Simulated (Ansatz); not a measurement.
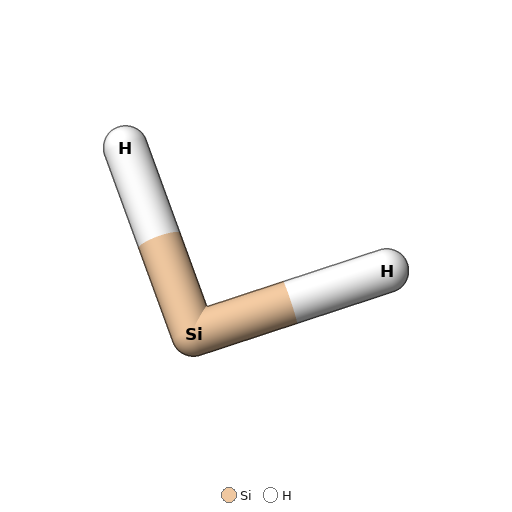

Stick drawing of a structure.

Give the formula.

Answer. SiH₂, 3 atoms: 1 silicon and 2 hydrogen.

Which point group does it belong to?

Answer. C2v.

Count the bonded pairs by element.

Answer. 2 Si–H. Sticks follow a distance rule.

The parts below concern this one geometry. Atoms keep their numbers from picture to picture. Computed geometry: PBE0-D4/def2-TZVP optimisation.

## Geometry

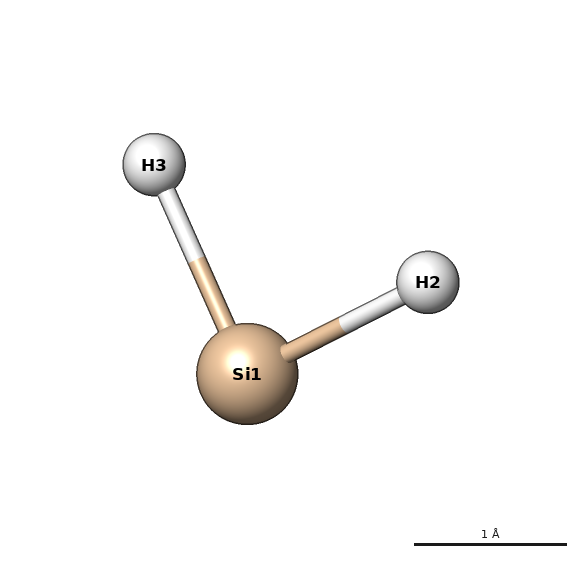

The atoms are numbered.

Which atoms are bonded, and how long are the bonds?

```tsv
bond	length (Å)
Si1–H2	1.526
Si1–H3	1.526
```

## Vibrations

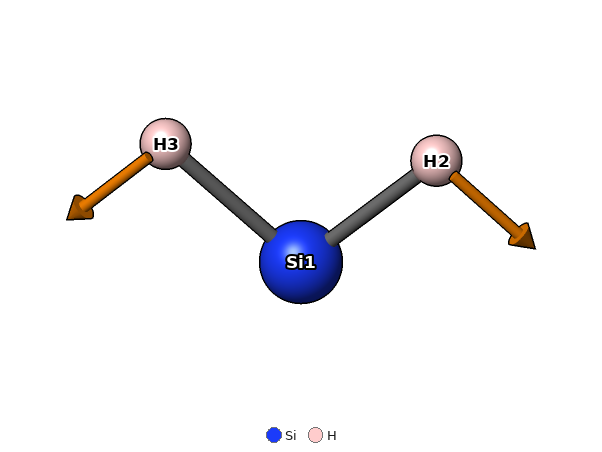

The arrows show one normal mode. Harmonic vibrations computed with RKS PBE0-D4/def2-TZVP (Ansatz 0.2.0) at a stationary point of the same level.

Describe the motion.

Answer. Mostly H–Si–H bending.

At what wavenumber does it lie?

Answer. 1011 cm⁻¹; it is mode 1 of 3 counted from the lowest.

## Charges

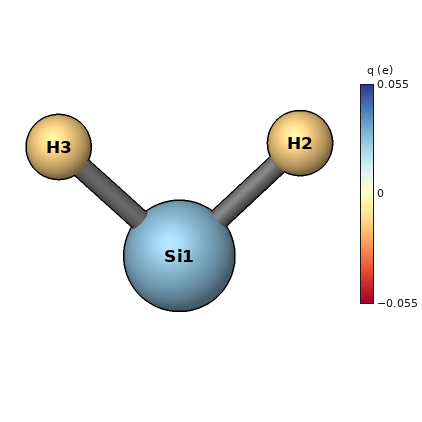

Atoms are coloured by their Mulliken charges. Level of theory: RKS PBE0-D4/def2-TZVP (Ansatz 0.2.0).

List the Mulliken charges.

```tsv
atom	value (e)
Si1	0.03
H2	−0.01
H3	−0.01
```

## Electronic properties

Level of theory: RKS PBE0-D4/def2-TZVP (Ansatz 0.2.0).

Estimate the dipole moment.

Answer. 0.17 D.

Mulliken values depend strongly on the basis set and can even reverse the polarity of a bond.
